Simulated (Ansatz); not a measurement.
# CH₃Si (quartet): one geometry, many settings

What do other methods and options give for CH₃Si (quartet) at this geometry, and how long do they take?

Method: the settings change from run to run; program: Ansatz 0.2.0, Gaussian basis.

21 further runs of the same task are left out: 7 that didn't finish, 14 set aside as unsound or not needed.

### 1 The geometry

The geometry is a PBE0/def2-TZVP stationary point (not a proven minimum) of the parent state, kept for this charge and spin.

5 atoms, charge 0, spin multiplicity 4.

Atoms are counted from 1 here; the program's logs count them from 0.

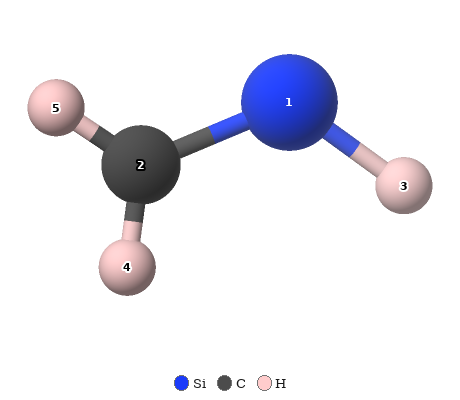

The geometry (silicon blue, carbon dark grey, hydrogen pink); atoms are numbered from 1 in the order of the file.

### 2 CCSD(T)/cc-pVDZ

Contents of in.yaml:

```yaml
crystal:
  periodic: [false, false, false]
  atoms:
    - {symbol: Si, position_ang: [0.000000, -0.089015, 0.556798]}
    - {symbol: C, position_ang: [0.000000, 0.088130, -1.138555]}
    - {symbol: H, position_ang: [0.000000, 1.098328, 1.467598]}
    - {symbol: H, position_ang: [0.000000, 1.078590, -1.586971]}
    - {symbol: H, position_ang: [0.000000, -0.746740, -1.828263]}
basis:
  gaussian: {orbitals: cc-pVDZ}
magnetization: {spin_polarized: true, initial_magnetization: 3}
hamiltonian: {xc: {name: PBE0}}
correlation: {method: ccsd_t, electrons: outside_noble_gas}
```

Run with:

```
ansatz run in.yaml --threads 1 --pin off --events-out ev --progress --plain --max-ram 2393MiB
```

Standard output, cut to the lines that bear on the results:

```text
Functional definition: PBE0
  name "PBE0"
  cite "Adamo & Barone, J. Chem. Phys. 110, 6158 (1999) doi:10.1063/1.478522"
  cite "Perdew, Burke & Ernzerhof, Phys. Rev. Lett. 77, 3865 (1996) doi:10.1103/PhysRevLett.77.3865"
  parent pbe
[...]
445 factors; integrals over basis functions are off by at most 1.3e-3 eV
[...]
mean field -8953.27526474 eV, -329.0267972314 hartree, gradient 6.1e-6 eV, S^2 3.755708; 0 other end points of the search recorded, 0 dependent functions left out
6 core orbitals not correlated: weight in the atoms' cores, before any rotation towards them, 1.000 or more for the frozen orbitals, at most 0.000 for the correlated occupied ones
reference -8935.78744815 eV, -328.3841318252 hartree; 7, 4 occupied and 34, 37 virtual orbitals, 445 factors
second order -5.00099990 eV of doubles, -0.13324939 eV of singles
cycle   1  -5.72339102 eV  change   -5.9e-1 eV  update   5.1e-2
[...]
cycle   9  -5.93373364 eV  change    2.7e-6 eV  update   9.9e-6
perturbative correction -0.14054547 eV, -0.0051649507 hartree
Total energy: -8941.86172726 eV, -328.6073574652 hartree
```

Wall time 2.2 s (1 thread of Arm Neoverse V1, shared host).

From the report: ⟨S²⟩ of the determinant 3.756 (pure quartet: 3.75); correlation -6.0743 eV; T1 0.012; largest double amplitude 0.03. The orbitals are Kohn-Sham ones, so correlation energy and T1 don't compare with those on Hartree-Fock orbitals.

### 3 CISDT/STO-3G

Edit in.yaml of step 2 so:

```diff
@@ -9,5 +9,4 @@
 basis:
-  gaussian: {orbitals: cc-pVDZ}
-magnetization: {spin_polarized: true, initial_magnetization: 3}
-hamiltonian: {xc: {name: PBE0}}
-correlation: {method: ccsd_t, electrons: outside_noble_gas}
+  gaussian: {orbitals: STO-3G}
+magnetization: {spin_polarized: false, initial_magnetization: 3}
+correlation: {active_space: {ras: {orbitals: [4, 3, 4], electrons: 11, max_holes: 3, max_particles: 3}, fixed_orbitals: true}}
```

The command is unchanged.

Standard output:

```text
Functional definition: HF
  name "HF"
  cite "Fock, Z. Phys. 61, 126 (1930) doi:10.1007/BF01340294"
  parent pbe
  exchange = exact_x
  correlation = 0
199 factors; integrals over basis functions are off by at most 2.1e-5 eV
mean field evaluation 1: about -8830.7683 eV, gradient 7.6e0 eV
mean field evaluation 2: about -8830.8016 eV, gradient 7.6e0 eV
mean field evaluation 4: about -8831.3928 eV, gradient 1.7e-1 eV
mean field evaluation 8: about -8831.3928 eV, gradient 3.2e-5 eV
mean field -8831.39279772 eV, -324.5476991833 hartree, gradient 7.5e-7 eV, S^2 3.750000; 0 other end points of the search recorded, 0 dependent functions left out
reference -8831.39279772 eV, -324.5476991833 hartree; 13, 10 occupied and 4, 7 virtual orbitals, 199 factors
state -8833.59521857 eV, -324.6286366564 hartree
Total energy: -8833.59521857 eV, -324.6286366564 hartree
```

It took 0.42 s on 1 thread of Arm Neoverse V1, shared host.

From the report: 11,513 determinants.

### 4 CCSDT(Q)/B on UHF/STO-3G

Edit in.yaml of step 3 so:

```diff
@@ -10,3 +10,3 @@
   gaussian: {orbitals: STO-3G}
-magnetization: {spin_polarized: false, initial_magnetization: 3}
-correlation: {active_space: {ras: {orbitals: [4, 3, 4], electrons: 11, max_holes: 3, max_particles: 3}, fixed_orbitals: true}}
+magnetization: {spin_polarized: true, initial_magnetization: 3}
+correlation: {method: ccsdt_q_b, electrons: all, diis_vectors: 2}
```

Launched as before.

Standard output, cut to the lines that bear on the results:

```text
Functional definition: HF
  name "HF"
  cite "Fock, Z. Phys. 61, 126 (1930) doi:10.1007/BF01340294"
  parent pbe
[...]
283 factors; integrals over basis functions are off by at most 2.6e-8 eV
[...]
mean field -8831.49399913 eV, -324.5514182663 hartree, gradient 1.6e-6 eV, S^2 3.762372; 0 other end points of the search recorded, 0 dependent functions left out
reference -8831.49399913 eV, -324.5514182663 hartree; 13, 10 occupied and 4, 7 virtual orbitals, 283 factors
second order -1.48858599 eV of doubles, -0.00000000 eV of singles
cycle   1  -1.91854956 eV  change   -4.3e-1 eV  update   5.4e-2
[...]
cycle  15  -2.22576234 eV  change   -6.2e-7 eV  update   1.5e-6
perturbative correction -0.00081105 eV, -0.0000298054 hartree
Total energy: -8833.72057252 eV, -324.6332433291 hartree
```

It took 3 s on 1 thread of Arm Neoverse V1, shared host.

From the report: ⟨S²⟩ of the determinant 3.762 (pure quartet: 3.75); correlation -2.2266 eV; T1 0.004; largest double amplitude 0.05.

### 5 CCSD/cc-pVDZ

Edit in.yaml of step 4 so:

```diff
@@ -9,4 +9,6 @@
 basis:
-  gaussian: {orbitals: STO-3G}
-magnetization: {spin_polarized: true, initial_magnetization: 3}
-correlation: {method: ccsdt_q_b, electrons: all, diis_vectors: 2}
+  gaussian: {orbitals: cc-pVDZ}
+magnetization: {spin_polarized: false, initial_magnetization: 3}
+hamiltonian: {xc: {name: PBE0}}
+correlation: {method: ccsd, electrons: outside_noble_gas, diis_vectors: 12}
+output: {forces: true}
```

The command is unchanged.

Standard output, cut to the lines that bear on the results:

```text
Functional definition: PBE0
  name "PBE0"
  cite "Adamo & Barone, J. Chem. Phys. 110, 6158 (1999) doi:10.1063/1.478522"
  cite "Perdew, Burke & Ernzerhof, Phys. Rev. Lett. 77, 3865 (1996) doi:10.1103/PhysRevLett.77.3865"
  parent pbe
[...]
445 factors; integrals over basis functions are off by at most 1.3e-3 eV
[...]
mean field -8953.21246708 eV, -329.0244894600 hartree, gradient 1.8e-6 eV, S^2 3.750000; 0 other end points of the search recorded, 0 dependent functions left out
6 core orbitals not correlated: weight in the atoms' cores, before any rotation towards them, 1.000 or more for the frozen orbitals, at most 0.000 for the correlated occupied ones
reference -8935.65885977 eV, -328.3794062893 hartree; 7, 4 occupied and 34, 37 virtual orbitals, 445 factors
second order -5.04043589 eV of doubles, -0.21442154 eV of singles
cycle   1  -5.85221475 eV  change   -6.0e-1 eV  update   5.1e-2
[...]
cycle  11  -6.06053237 eV  change   -3.8e-7 eV  update   1.5e-6
[...]
Total energy: -8941.71939214 eV, -328.6021267460 hartree
Atom 0 at     0.000000    -0.089015     0.556798 Å, force     0.000000    -0.838958     6.394347 eV/Å
Atom 1 at     0.000000     0.088130    -1.138555 Å, force    -0.000000     0.811638    -5.480361 eV/Å
Atom 2 at     0.000000     1.098328     1.467598 Å, force    -0.000000     0.009681    -0.161684 eV/Å
Atom 3 at     0.000000     1.078590    -1.586971 Å, force     0.000000     0.321179    -0.363650 eV/Å
Atom 4 at     0.000000    -0.746740    -1.828263 Å, force    -0.000000    -0.303541    -0.388652 eV/Å
Dipole moment:     0.000000     0.023253    -0.268235 e Å
```

It took 5.5 s on 1 thread of Arm Neoverse V1, shared host.

From the report: correlation -6.0605 eV; T1 0.017; largest double amplitude 0.03. The orbitals are Kohn-Sham ones, so correlation energy and T1 don't compare with those on Hartree-Fock orbitals.

### 6 CCSD(T) on UHF/cc-pVDZ

Edit in.yaml of step 5 so:

```diff
@@ -10,5 +10,4 @@
   gaussian: {orbitals: cc-pVDZ}
-magnetization: {spin_polarized: false, initial_magnetization: 3}
-hamiltonian: {xc: {name: PBE0}}
-correlation: {method: ccsd, electrons: outside_noble_gas, diis_vectors: 12}
+magnetization: {spin_polarized: true, initial_magnetization: 3}
+correlation: {method: ccsd_t, electrons: all}
 output: {forces: true}
```

Same command.

Standard output, cut to the lines that bear on the results:

```text
Functional definition: HF
  name "HF"
  cite "Fock, Z. Phys. 61, 126 (1930) doi:10.1007/BF01340294"
  parent pbe
[...]
445 factors; integrals over basis functions are off by at most 1.3e-3 eV
[...]
mean field -8936.03268909 eV, -328.3931442637 hartree, gradient 1.4e-6 eV, S^2 3.763585; 0 other end points of the search recorded, 0 dependent functions left out
reference -8936.03268909 eV, -328.3931442637 hartree; 13, 10 occupied and 34, 37 virtual orbitals, 445 factors
second order -5.06431877 eV of doubles, -0.00000000 eV of singles
cycle   1  -5.72100965 eV  change   -6.6e-1 eV  update   5.8e-2
[...]
cycle  12  -5.97667583 eV  change    4.3e-7 eV  update   1.0e-6
perturbative correction -0.13849119 eV, -0.0050894575 hartree
[...]
Total energy: -8942.14785612 eV, -328.6178725068 hartree
Atom 0 at     0.000000    -0.089015     0.556798 Å, force     0.000000    -0.848462     6.363032 eV/Å
Atom 1 at     0.000000     0.088130    -1.138555 Å, force     0.000000     0.798579    -5.452693 eV/Å
Atom 2 at     0.000000     1.098328     1.467598 Å, force    -0.000000     0.024627    -0.149661 eV/Å
Atom 3 at     0.000000     1.078590    -1.586971 Å, force    -0.000000     0.334099    -0.365834 eV/Å
Atom 4 at     0.000000    -0.746740    -1.828263 Å, force    -0.000000    -0.308842    -0.394844 eV/Å
Dipole moment:     0.000000     0.025660    -0.270437 e Å
```

Wall time 16 s (1 thread of Arm Neoverse V1, shared host).

From the report: ⟨S²⟩ of the determinant 3.764 (pure quartet: 3.75); correlation -6.1152 eV; T1 0.009; largest double amplitude 0.03.

### 7 The runs in one table

Where basis and cores are those of an earlier UCCSDT(Q)/cc-pVDZ run (-8941.9405 eV), and the state is the same kind, the miss against it is given.

```
                             level         correlated  functions  energy (eV)  from UCCSDT(Q) (meV)    time
CCSD(T)/cc-pVDZ (on PBE0 orbitals)  outside noble gas         47   -8941.8617                  78.8   2.2 s
                      CISDT/STO-3G            valence         17   -8833.5952                        0.42 s
          CCSDT(Q)/B on UHF/STO-3G                all         17   -8833.7206                           3 s
   CCSD/cc-pVDZ (on PBE0 orbitals)  outside noble gas         47   -8941.7194                 221.2   5.5 s
            CCSD(T) on UHF/cc-pVDZ                all         47   -8942.1479                          16 s
```

### 8 Outcome

```
quantity                         value
    runs                             5
quickest          CISDT/STO-3G, 0.42 s
 slowest  CCSD(T) on UHF/cc-pVDZ, 16 s
```

Total energies in different bases, with other cores or another treatment of relativity can't be set against each other. CCSD(T) on UHF/cc-pVDZ took 38 times as long as CISDT/STO-3G; the jobs differ in more than the method. Among the correlated runs with a miss given, it spans +79 to +221 meV. Cores frozen from Kohn-Sham orbitals shift the total energy.
